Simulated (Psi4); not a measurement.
**BLYP/cc-pVDZ run of CH5BO2 (SMILES COBO)**

Aim: the vertical ionisation energy of CH5BO2 at BLYP/cc-pVDZ, from 2 runs. 

The calculation is run with Psi4 1.11.

1 further run of the same task is left out (it didn't finish). Runs told in other sessions of the task aren't counted.

## (1) Starting point

CH5BO2: 9 atoms, total charge 0, spin state singlet. As SMILES, `COBO`. Geometry: relaxed at PBE0-D4/def2-TZVP. This is one conformer, not always the lowest.

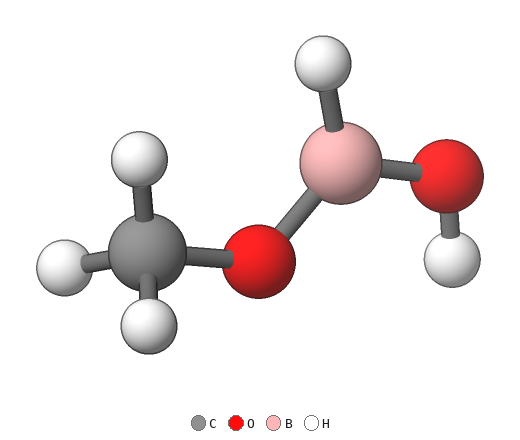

The structure, seen from a chosen angle (carbon grey, oxygen red, boron pink, hydrogen white).

## (2) Energy and forces at BLYP/cc-pVDZ

calc.in

```
memory 2200 MB

molecule mol {
  0 1
  C      0.281800     0.801900    -1.057400
  O     -0.113500     0.454800     0.251000
  B     -0.134900    -0.834100     0.671600
  O     -0.524600    -1.118500     1.938500
  H      0.568100    -0.079800    -1.637600
  H      1.131400     1.486400    -1.006200
  H     -0.544800     1.307500    -1.561700
  H      0.183900    -1.738400    -0.047600
  H     -0.758900    -0.326300     2.432200
  units angstrom
  symmetry c1
}

set basis cc-pVDZ
set puream true
set e_convergence 1e-09
set d_convergence 1e-08
set scf_type pk
set dft_radial_points 99
set dft_spherical_points 590

energy_value, wavefunction = gradient("blyp", return_wfn=True)
```

Launch:

```
$ psi4 calc.in calc.out -n 1
```

calc.out:

```text
[...]
  Running in c1 symmetry.
[...]
  Nuclear repulsion =  115.438950461155656
[...]
  Multiplicity = 1
[...]
  Nalpha       = 16
  Nbeta        = 16
[...]
    Number of basis functions: 81
[...]
   @RKS iter   1:  -216.04848209859432   -2.18149e-01   1.15659e-02 DIIS/ADIIS
[...]
   @RKS iter  12:  -216.43635167916429   -4.54747e-13   2.14649e-09 DIIS
[...]
    Orbital Energies [Eh]
    ---------------------
    Doubly Occupied:
       1A    -18.798366     2A    -18.794155     3A     -9.973097
       4A     -6.563966     5A     -0.945918     6A     -0.913762
       7A     -0.624267     8A     -0.493592     9A     -0.456945
      10A     -0.410139    11A     -0.401793    12A     -0.325581
      13A     -0.308148    14A     -0.301676    15A     -0.263619
      16A     -0.243112
[...]
  @RKS Final Energy:  -216.43635167916429
   => Energetics <=
    Nuclear Repulsion Energy =            115.4389504611556561
    One-Electron Energy =                -523.5882983120728795
    Two-Electron Energy =                 220.2662191915666767
    DFT Exchange-Correlation Energy =     -28.5532230198137036
    Empirical Dispersion Energy =           0.0000000000000000
    VV10 Nonlocal Energy =                  0.0000000000000000
    Total Energy =                       -216.4363516791642894
[...]
 Multipole Moments:
 ------------------------------------------------------------------------------------
     Multipole            Electronic (a.u.)      Nuclear  (a.u.)        Total (a.u.)
 ------------------------------------------------------------------------------------
 L = 1.  Multiply by 2.5417464519 to convert [e a0] to [Debye]
 Dipole X            :         -1.1242176            1.1507181            0.0265006
 Dipole Y            :         -1.3758956            1.9946939            0.6187983
 Dipole Z            :          3.8191016           -4.0759431           -0.2568415
 Magnitude           :                                                    0.6705081
[...]
  -Total Gradient:
     Atom            X                  Y                   Z
    ------   -----------------  -----------------  -----------------
       1       -0.001172840996    -0.000593954557     0.003548490531
       2        0.004367419439    -0.009259816380    -0.010588053032
       3       -0.001623177806     0.004107250984     0.003530231375
       4       -0.000184527554     0.018232694239    -0.004442054030
       5       -0.003196130229     0.008312111494     0.007033015788
       6       -0.008993875879    -0.007715960918     0.000438691099
       7        0.008265164549    -0.005883884501     0.006135026232
       8       -0.001417426198     0.006422030007     0.002602408045
       9        0.003953201342    -0.013616049184    -0.008251855613
[...]
```

Wall time 28 s (1 thread of Intel Xeon Platinum 8259CL at 2.50GHz (Skylake/Cascade Lake), shared host); peak memory 1.4 GiB.

## (3) The doublet cation: the energy at UBLYP/cc-pVDZ

input.in

```
memory 2.2 GB

molecule molecule1 {
  1 2
  C
  O 1 1.410195
  B 2 1.355959 1 121.7479
  O 3 1.355649 2 119.59263 1 -179.89416
  H 1 1.093615 2 111.54184 3 -0.9633
  H 1 1.092237 5 109.05593 2 120.68693
  H 1 1.092345 6 108.6743 5 -118.76335
  H 3 1.198599 4 118.6157 2 179.93643
  H 4 0.962402 3 112.12947 8 179.98551
  symmetry c1
  no_reorient
  no_com
}

set basis cc-pVDZ
set reference uks
set puream true
set e_convergence 1e-09
set d_convergence 1e-08
set scf_type pk
set dft_radial_points 99
set dft_spherical_points 590
set maxiter 100

result, w = energy('blyp', return_wfn=True)
oeprop(w, 'MAYER_INDICES', 'DIPOLE', 'QUADRUPOLE')
print_variables()
```

Launch:

```
$ psi4 -n 1 input.in input.out
```

input.out:

```text
[...]
  Running in c1 symmetry.
[...]
  Nuclear repulsion =  115.438973459004870
[...]
  Multiplicity = 2
[...]
  Nalpha       = 16
  Nbeta        = 15
[...]
    Number of basis functions: 81
[...]
   @UKS iter   1:  -215.84387907710385   -1.35449e-02   8.60943e-03 DIIS/ADIIS
[...]
   @UKS iter  14:  -216.05880683424678   -3.99609e-11   7.50333e-09 DIIS
[...]
   @S^2 Observed:                7.551098614E-01
[...]
    Orbital Energies [Eh]
    ---------------------
    Alpha Occupied:
       1A    -19.137797     2A    -19.097157     3A    -10.231101
       4A     -6.832630     5A     -1.259406     6A     -1.207807
       7A     -0.899033     8A     -0.762935     9A     -0.735715
      10A     -0.692472    11A     -0.682770    12A     -0.597735
      13A     -0.585701    14A     -0.564647    15A     -0.554572
      16A     -0.527123
    Alpha Virtual:
      17A     -0.237661    18A     -0.176171    19A     -0.152554
      20A     -0.136724    21A     -0.098581    22A     -0.096402
      23A     -0.062926    24A     -0.015426    25A      0.026603
[...]
  @UKS Final Energy:  -216.05880683424678
   => Energetics <=
    Nuclear Repulsion Energy =            115.4389734590048704
    One-Electron Energy =                -514.7144899126985820
    Two-Electron Energy =                 211.4004812758295202
    DFT Exchange-Correlation Energy =     -28.1837716563825502
    Empirical Dispersion Energy =           0.0000000000000000
    VV10 Nonlocal Energy =                  0.0000000000000000
    Total Energy =                       -216.0588068342467807
  UHF NO Occupations:
  HONO-2 :   14  A 1.9998439
  HONO-1 :   15  A 1.9980074
[...]
 Multipole Moments:
 ------------------------------------------------------------------------------------
     Multipole            Electronic (a.u.)      Nuclear  (a.u.)        Total (a.u.)
 ------------------------------------------------------------------------------------
 L = 1.  Multiply by 2.5417464519 to convert [e a0] to [Debye]
 Dipole X            :         -0.0062037            0.0011936           -0.0050101
 Dipole Y            :         -0.1831313            0.8943942            0.7112629
 Dipole Z            :          3.7112397           -4.5952492           -0.8840095
 Magnitude           :                                                    1.1346333
 L = 2.  Multiply by 1.3450342976 to convert [e a0^2] to [Debye ang]
 Quadrupole XX       :        -20.6290368            5.6250484          -15.0039884
 Quadrupole XY       :         -0.0158224            0.0115800           -0.0042424
[...]
```

Wall time 33 s (1 thread of Intel Xeon Platinum 8259CL at 2.50GHz (Skylake/Cascade Lake), shared host); peak memory 1.4 GiB.

## (4) Summary of results

Level: BLYP/cc-pVDZ.

| quantity | value |
| --- | --- |
| singlet CH5BO2: total energy | -216.43635 Eh |
| singlet CH5BO2: dipole moment | 1.70 D |
| singlet CH5BO2: HOMO energy | -6.62 eV |
| singlet CH5BO2: LUMO energy | 0.54 eV |
| singlet CH5BO2: HOMO–LUMO gap | 7.15 eV |
| singlet CH5BO2: largest force on an atom | 0.965 eV/Å |
| doublet cation: total energy | -216.05881 Eh |
| doublet cation: HOMO energy (highest over α and β) | -14.22 eV |
| doublet cation: LUMO energy (lowest over α and β) | -13.91 eV |
| doublet cation: ⟨S²⟩ | 0.755 |
| vertical ionisation energy (to the doublet cation) | 10.274 eV |

**Reading.** Removing an electron at fixed nuclei costs 10.27 eV (237 kcal/mol). The largest force (singlet CH5BO2) is 0.97 eV/Å: the shape isn't a stationary point for this species at this level. The negative HOMO energy of the first species, 6.62 eV, lies 3.66 eV below that difference.
